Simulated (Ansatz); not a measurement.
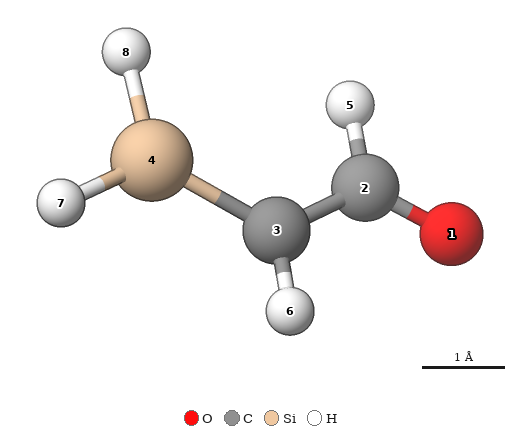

The structure as given in the input (ball-and-stick view, seen at a tilt; atoms are numbered from 1 in the order of the input). Bond lengths as drawn: C–C 1.43 Å, C–H 1.09 to 1.11 Å, C–O 1.21 Å, C–Si 1.77 Å and H–Si 1.46 Å.

**Geometry relaxation of C$_{2}$H$_{4}$OSi**

The run: geometry relaxation of C$_{2}$H$_{4}$OSi, SMILES O=CC=[SiH2]. Method and program: RKS CAM-B3LYP-D4/def2-SVP (Ansatz 0.2.0).

It belongs to a series of runs on one base structure; here: end point A relaxed. Figures and captions count atoms from 1; the log counts them from 0 in places.

What the program printed
```
The last accepted step is kept in [file] (removed where the run ends without a failure and the disk answers)
Engine: ansatz 0.2.0, x86_64-unknown-linux-gnu
Functional definition: CAM-B3LYP
  parameter alpha = 0.19
  parameter beta = 0.46
  parameter omega = 0.33/bohr
  parameter ac = 0.81
  exchange = (1 - alpha - beta)*b88_x + beta*b88_x_sr(omega) + alpha*exact_x + beta*exact_x_lr(omega)
  correlation = (1 - ac)*vwn5_c + ac*lyp_c
866 factors; integrals over basis functions are off by at most 3.3e-4 eV
296 factors; integrals over basis functions are off by at most 1.3e-6 eV
mean field evaluation 1: about -12047.0472 eV, gradient 5.3e1 eV
mean field evaluation 2: about -12029.2222 eV, gradient 1.0e2 eV
mean field evaluation 4: about -12054.0813 eV, gradient 9.1e0 eV
mean field evaluation 8: about -12054.2857 eV, gradient 2.7e-1 eV
mean field evaluation 16: about -12054.2859 eV, gradient 8.1e-5 eV
mean field -12054.28592692 eV, -442.9868371259 hartree, gradient 8.1e-5 eV, S^2 0.000000; 0 other end points of the search recorded, 0 dependent functions left out
the calculation of the forces begins
reference -12054.28603076 eV, -442.9868409417 hartree; 19, 19 occupied and 61, 61 virtual orbitals, 866 factors
relax step   1: F+E_penalty+E_count = -12054.41483046 eV  Δ(F+E_penalty+E_count) = +0.000e0 eV  max|allowed force component| = 1.642e0 eV/Å  Δτ_max = 0.0000 Å  (27 SCF iters, accepted)
these checks for a lower state are left out or cut short: starts, cluster_reference, orbital_swaps, neighbouring_geometries, increment
866 factors; integrals over basis functions are off by at most 3.2e-4 eV
296 factors; integrals over basis functions are off by at most 1.2e-6 eV
mean field -12054.36759682 eV, -442.9898384393 hartree, gradient 6.9e-5 eV, S^2 0.000000; 0 other end points of the search recorded, 0 dependent functions left out
the calculation of the forces begins
reference -12054.36770063 eV, -442.9898422541 hartree; 19, 19 occupied and 61, 61 virtual orbitals, 866 factors
relax step   2: F+E_penalty+E_count = -12054.49718518 eV  Δ(F+E_penalty+E_count) = -8.235e-2 eV  max|allowed force component| = 7.147e-1 eV/Å  Δτ_max = 0.0711 Å  (30 SCF iters, accepted)
these checks for a lower state are left out or cut short: starts, cluster_reference, orbital_swaps, neighbouring_geometries, increment
866 factors; integrals over basis functions are off by at most 3.0e-4 eV
296 factors; integrals over basis functions are off by at most 1.2e-6 eV
mean field -12054.37764399 eV, -442.9902076660 hartree, gradient 7.0e-5 eV, S^2 0.000000; 0 other end points of the search recorded, 0 dependent functions left out
the calculation of the forces begins
reference -12054.37774797 eV, -442.9902114873 hartree; 19, 19 occupied and 61, 61 virtual orbitals, 866 factors
relax step   3: F+E_penalty+E_count = -12054.50748295 eV  Δ(F+E_penalty+E_count) = -1.030e-2 eV  max|allowed force component| = 1.749e-1 eV/Å  Δτ_max = 0.0176 Å  (31 SCF iters, accepted)
these checks for a lower state are left out or cut short: starts, cluster_reference, orbital_swaps, neighbouring_geometries, increment
866 factors; integrals over basis functions are off by at most 3.0e-4 eV
296 factors; integrals over basis functions are off by at most 1.2e-6 eV
mean field -12054.37769964 eV, -442.9902097111 hartree, gradient 4.0e-5 eV, S^2 0.000000; 0 other end points of the search recorded, 0 dependent functions left out
the calculation of the forces begins
reference -12054.37780362 eV, -442.9902135323 hartree; 19, 19 occupied and 61, 61 virtual orbitals, 866 factors
relax step   4: F+E_penalty+E_count = -12054.50753997 eV  Δ(F+E_penalty+E_count) = -5.702e-5 eV  max|allowed force component| = 1.604e-1 eV/Å  Δτ_max = 0.0021 Å  (23 SCF iters, accepted)
these checks for a lower state are left out or cut short: starts, cluster_reference, orbital_swaps, neighbouring_geometries, increment
866 factors; integrals over basis functions are off by at most 3.0e-4 eV
296 factors; integrals over basis functions are off by at most 1.2e-6 eV
mean field evaluation 32: about -12054.3542 eV, gradient 1.8e-2 eV
mean field -12054.37088294 eV, -442.9899592018 hartree, gradient 7.0e-5 eV, S^2 0.000000; 0 other end points of the search recorded, 0 dependent functions left out
the calculation of the forces begins
reference -12054.37098699 eV, -442.9899630258 hartree; 19, 19 occupied and 61, 61 virtual orbitals, 866 factors
relax step   5: F+E_penalty+E_count = -12054.50074911 eV  Δ(F+E_penalty+E_count) = +6.791e-3 eV  max|allowed force component| = 3.090e-1 eV/Å  Δτ_max = 0.0303 Å  (30 SCF iters, rejected (line search))
these checks for a lower state are left out or cut short: starts, cluster_reference, orbital_swaps, neighbouring_geometries, increment
866 factors; integrals over basis functions are off by at most 3.0e-4 eV
296 factors; integrals over basis functions are off by at most 1.2e-6 eV
mean field -12054.37877864 eV, -442.9902493637 hartree, gradient 6.9e-5 eV, S^2 0.000000; 0 other end points of the search recorded, 0 dependent functions left out
the calculation of the forces begins
reference -12054.37888257 eV, -442.9902531829 hartree; 19, 19 occupied and 61, 61 virtual orbitals, 866 factors
relax step   6: F+E_penalty+E_count = -12054.50858703 eV  Δ(F+E_penalty+E_count) = -1.047e-3 eV  max|allowed force component| = 2.465e-2 eV/Å  Δτ_max = 0.0131 Å  (31 SCF iters, accepted)
these checks for a lower state are left out or cut short: starts, cluster_reference, orbital_swaps, neighbouring_geometries, increment
866 factors; integrals over basis functions are off by at most 3.0e-4 eV
296 factors; integrals over basis functions are off by at most 1.2e-6 eV
mean field -12054.37889855 eV, -442.9902537701 hartree, gradient 1.2e-5 eV, S^2 0.000000; 0 other end points of the search recorded, 0 dependent functions left out
the calculation of the forces begins
reference -12054.37900250 eV, -442.9902575902 hartree; 19, 19 occupied and 61, 61 virtual orbitals, 866 factors
relax step   7: F+E_penalty+E_count = -12054.50872786 eV  Δ(F+E_penalty+E_count) = -1.408e-4 eV  max|allowed force component| = 3.208e-3 eV/Å  Δτ_max = 0.0045 Å  (25 SCF iters, accepted)
```

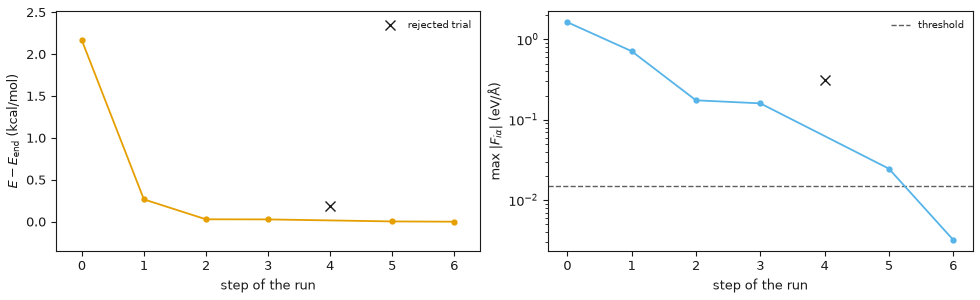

Progress of the relaxation, step by step (the first geometry is step 0 here and step 1 in the log).

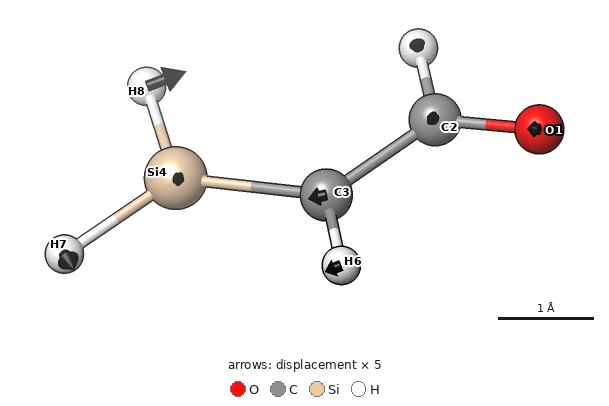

The starting structure with the displacements as black arrows, magnified 5 times (ball-and-stick view, seen at a tilt). The two geometries are laid on each other by the best rigid fit. The energy falls by 2.17 kcal/mol in 6 geometry steps. The largest force component goes from 1.6 to 0.0032 eV/Å. The line search rejected the trial step at point 4 (counted from 0) and went back. The atom that moves furthest after the best rigid fit is H8 (0.090 Å). Largest moves by element: H 0.090 Å, C 0.040 Å, O 0.029 Å, Si 0.023 Å. Among the contacts that change: C3–Si4 1.772 → 1.713 Å, C2–C3 1.432 → 1.461 Å, Si4–H7 1.457 → 1.477 Å, C2–H5 1.112 → 1.122 Å. Among the angles that change: H7–Si4–H8 110.9° → 115.2°, C3–Si4–H8 124.6° → 122.1°. (Atoms are counted from 1 in the order of the input.)

```
866 factors; integrals over basis functions are off by at most 3.0e-4 eV
296 factors; integrals over basis functions are off by at most 1.2e-6 eV
mean field -12054.37889855 eV, -442.9902537701 hartree, gradient 1.2e-5 eV, S^2 0.000000; 1 other end points of the search recorded, 0 dependent functions left out
the calculation of the forces begins
reference -12054.37900250 eV, -442.9902575902 hartree; 19, 19 occupied and 61, 61 virtual orbitals, 866 factors
Total energy: -12054.50883181 eV, -442.9950287294 hartree
Atom 0 at     1.742723     1.779457    -0.427529 Å, force    -0.002091     0.000277    -0.002165 eV/Å
Atom 1 at     0.759687     1.081094    -0.501961 Å, force     0.002215    -0.001004     0.003208 eV/Å
Atom 2 at     0.455147    -0.028727     0.398072 Å, force     0.000136     0.000409    -0.000472 eV/Å
Atom 3 at    -0.950083    -0.998751     0.262751 Å, force    -0.000122    -0.000056    -0.000028 eV/Å
Atom 4 at     0.000034     1.265010    -1.307016 Å, force    -0.000699     0.000759    -0.001351 eV/Å
Atom 5 at     1.195844    -0.208684     1.183541 Å, force     0.000473    -0.001067     0.001481 eV/Å
Atom 6 at    -1.240583    -2.117060     1.182848 Å, force    -0.000280     0.001075    -0.001265 eV/Å
Atom 7 at    -1.962760    -0.772340    -0.790707 Å, force     0.000368    -0.000392     0.000592 eV/Å
Dipole moment:    -0.701763    -0.638035     0.091039 e Å
```

Trajectory as extended XYZ (Å, eV, eV/Å), 7 frames, from step=1 to step=7
```
8
Properties=species:S:1:pos:R:3:forces:R:3 step=1 energy=-12054.41483
O     1.7655    1.7968   -0.4258   -0.2584  -0.2160   0.0151
C     0.7805    1.0891   -0.4932    0.4066   0.7294  -0.4301
C     0.4804    0.0009    0.3872   -1.6416  -1.5607   0.2871
Si   -0.9697   -1.0089    0.2575    1.5646   1.0917   0.1373
H     0.0214    1.2617   -1.2874   -0.1516   0.1452  -0.2702
H     1.2133   -0.1798    1.1671    0.1826  -0.1300   0.2821
H    -1.2850   -2.1181    1.1482    0.0906  -0.2776   0.3599
H    -2.0063   -0.8417   -0.7536   -0.1928   0.2179  -0.3812
8
Properties=species:S:1:pos:R:3:forces:R:3 step=2 energy=-12054.49719
O     1.7484    1.7826   -0.4256   -0.1227  -0.0907  -0.0189
C     0.7639    1.0806   -0.4996    0.2535   0.3794  -0.1499
C     0.4627   -0.0183    0.3930   -0.7147  -0.7005   0.1352
Si   -0.9601   -1.0020    0.2580    0.6306   0.4282   0.0672
H     0.0062    1.2660   -1.3022   -0.0498   0.0148  -0.0679
H     1.1946   -0.2079    1.1819    0.0580   0.0029   0.0429
H    -1.2384   -2.1145    1.1822   -0.0146  -0.0584   0.0499
H    -1.9772   -0.7865   -0.7876   -0.0403   0.0243  -0.0584
8
Properties=species:S:1:pos:R:3:forces:R:3 step=3 energy=-12054.50748
O     1.7437    1.7795   -0.4274   -0.0730   0.0039   0.0372
C     0.7557    1.0861   -0.4973    0.1749  -0.0222  -0.1276
C     0.4540   -0.0271    0.3963   -0.0525  -0.0238   0.0612
Si   -0.9506   -0.9973    0.2615   -0.0085  -0.0036   0.0029
H     0.0049    1.2645   -1.3118   -0.0405   0.0230   0.0444
H     1.1907   -0.2182    1.1830    0.0168   0.0348  -0.0103
H    -1.2332   -2.1136    1.1861   -0.0091  -0.0102  -0.0091
H    -1.9652   -0.7740   -0.7904   -0.0081  -0.0019   0.0014
8
Properties=species:S:1:pos:R:3:forces:R:3 step=4 energy=-12054.50754
O     1.7438    1.7791   -0.4279   -0.0624   0.0102   0.0366
C     0.7558    1.0860   -0.4973    0.1604  -0.0294  -0.1251
C     0.4537   -0.0267    0.3968   -0.0505  -0.0236   0.0602
Si   -0.9516   -0.9961    0.2628   -0.0027  -0.0085  -0.0049
H     0.0048    1.2640   -1.3118   -0.0401   0.0248   0.0428
H     1.1910   -0.2176    1.1830    0.0153   0.0340  -0.0077
H    -1.2328   -2.1148    1.1849   -0.0107  -0.0073  -0.0061
H    -1.9647   -0.7739   -0.7907   -0.0093  -0.0002   0.0042
8
Properties=species:S:1:pos:R:3:forces:R:3 step=5 energy=-12054.50075 accepted=F
O     1.7426    1.7803   -0.4273    0.0543  -0.1362  -0.0942
C     0.7706    1.0678   -0.5165   -0.2392   0.3090   0.3080
C     0.4534   -0.0316    0.3958    0.2385   0.0646  -0.0899
Si   -0.9463   -0.9994    0.2605   -0.1774  -0.1172  -0.0167
H    -0.0069    1.2792   -1.3002    0.1078  -0.1354  -0.0605
H     1.1838   -0.2086    1.1926    0.0135   0.0107  -0.0442
H    -1.2343   -2.1156    1.1853   -0.0127   0.0216  -0.0053
H    -1.9629   -0.7721   -0.7901    0.0150  -0.0171   0.0027
8
Properties=species:S:1:pos:R:3:forces:R:3 step=6 energy=-12054.50859
O     1.7419    1.7783   -0.4269    0.0093  -0.0025   0.0097
C     0.7585    1.0804   -0.5021    0.0177   0.0147  -0.0003
C     0.4543   -0.0297    0.3984    0.0033   0.0109  -0.0089
Si   -0.9508   -1.0004    0.2638    0.0192   0.0152  -0.0001
H     0.0022    1.2685   -1.3089   -0.0246  -0.0247   0.0055
H     1.1977   -0.2064    1.1825   -0.0151  -0.0074  -0.0043
H    -1.2421   -2.1185    1.1833   -0.0015  -0.0042   0.0030
H    -1.9618   -0.7722   -0.7902   -0.0082  -0.0021  -0.0045
8
Properties=species:S:1:pos:R:3:forces:R:3 step=7 energy=-12054.50873
O     1.7427    1.7795   -0.4275   -0.0021   0.0003  -0.0022
C     0.7597    1.0811   -0.5020    0.0022  -0.0010   0.0032
C     0.4551   -0.0287    0.3981    0.0001   0.0004  -0.0005
Si   -0.9501   -0.9988    0.2628   -0.0001  -0.0001   0.0000
H     0.0000    1.2650   -1.3070   -0.0007   0.0008  -0.0014
H     1.1958   -0.2087    1.1835    0.0005  -0.0011   0.0015
H    -1.2406   -2.1171    1.1828   -0.0003   0.0011  -0.0013
H    -1.9628   -0.7723   -0.7907    0.0004  -0.0004   0.0006
```

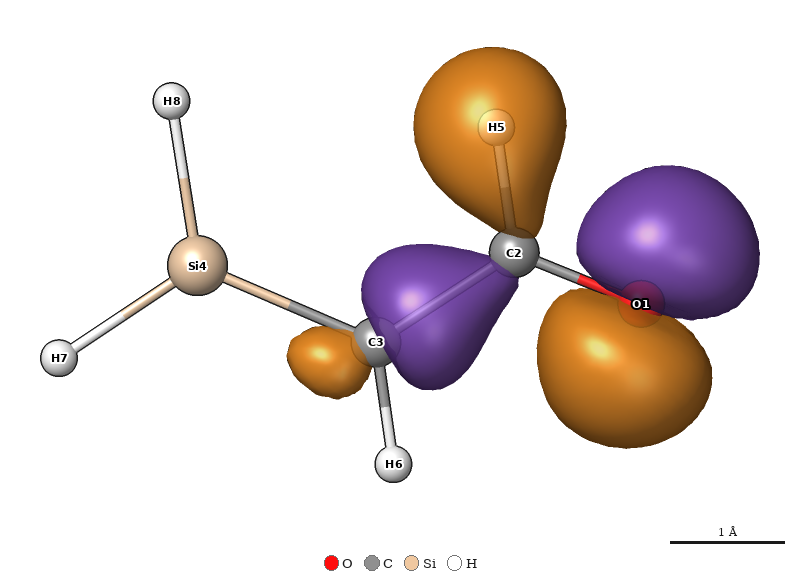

The HOMO−1 at ±0.15 Å⁻³ᐟ² (orange and purple are the two phases), seen face on. Its energy is −8.40 eV.

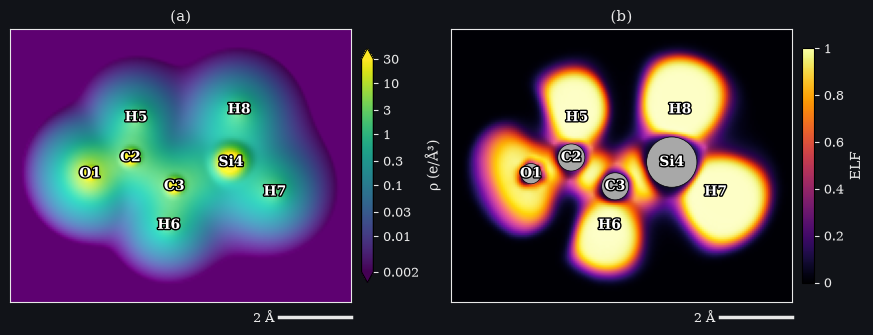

(a) total electron density; (b) ELF on the molecular plane. Grey discs, where drawn, cover atomic cores. The section cuts through O, C, Si and H sites. C–O (1.21 Å): ρ is about 3.3 e/Å³ halfway; the ELF peaks at about 0.90 between the atoms (a multiple bond by its length, whose ELF region spreads away from the axis). C–Si (1.71 Å): ρ at the midpoint is about 1.2 e/Å³; the ELF peaks at about 0.90 between the atoms (a shared electron pair). Si–H (1.48 Å): ρ at the midpoint is about 0.78 e/Å³; the ELF climbs to about 1 towards the hydrogen.

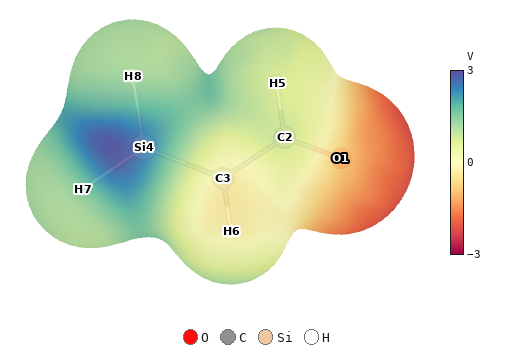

The electrostatic potential painted on the density surface at 0.004 e/bohr³, seen at a tilt; the colour scale runs from red (negative) to blue (positive). A positive charge is drawn to the negative regions and a negative charge to the positive ones.

This output came from the following input.

Input
```yaml
crystal:
  periodic: [false, false, false]
  atoms:
    - { symbol: O, position_ang: [1.76546, 1.79676, -0.42579] }
    - { symbol: C, position_ang: [0.78046, 1.08911, -0.49321] }
    - { symbol: C, position_ang: [0.48037, 0.0009, 0.38718] }
    - { symbol: Si, position_ang: [-0.96967, -1.00893, 0.25753] }
    - { symbol: H, position_ang: [0.02136, 1.26174, -1.28745] }
    - { symbol: H, position_ang: [1.21333, -0.17978, 1.16708] }
    - { symbol: H, position_ang: [-1.285, -2.11805, 1.14825] }
    - { symbol: H, position_ang: [-2.0063, -0.84175, -0.75359] }
basis:
  gaussian: { orbitals: def2-SVP }
hamiltonian:
  xc: cam_b3lyp
  dispersion: d4
relax:
  f_tol: 0.015
  max_steps: 40
output:
  orbitals: {}
```

Run as:
```bash
ansatz run input.yaml --threads 2 --pin off --max-ram 3072MiB --backend cpu --events-out ev --progress --plain --runs-dir out
```

Summary

```csv
quantity,value
outcome,converged
total energy,−12054.5088 eV
mean-field energy,−12054.3790 eV
largest force (length of the vector) at the end,0.004 eV/Å
hardware,"2 threads of Intel Xeon (Sapphire Rapids), 16 GiB of memory available, shared host"
wall time,10 s (CPU time 19 s)
peak memory,0.19 GiB
```
